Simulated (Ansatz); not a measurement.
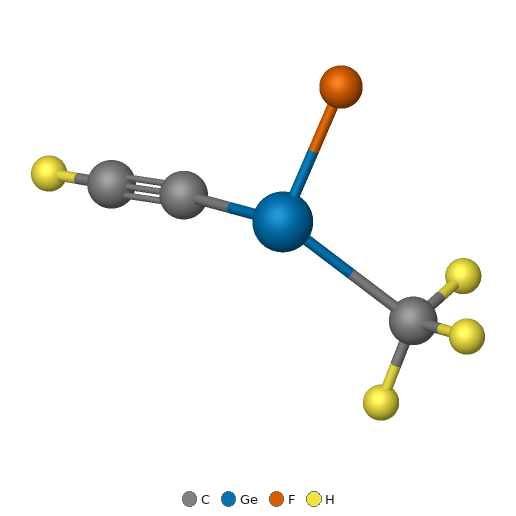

State: neutral, doublet. Harmonic vibrations computed with UKS PBE0-D4/def2-TZVP (Ansatz 0.2.0) at a stationary point of the same level.

### Is this a minimum or a saddle point?

A minimum: no imaginary frequency, and the lowest mode lies at 101 cm⁻¹.

### How many vibrational modes are there, and where do they lie?

21 modes: 101, 108, 134, 189, 296, 311, 502, 594, 680, 710, 738, 779, 807, 1236, 1435, 1447, 2129, 3064, 3163, 3181, 3462 cm⁻¹.
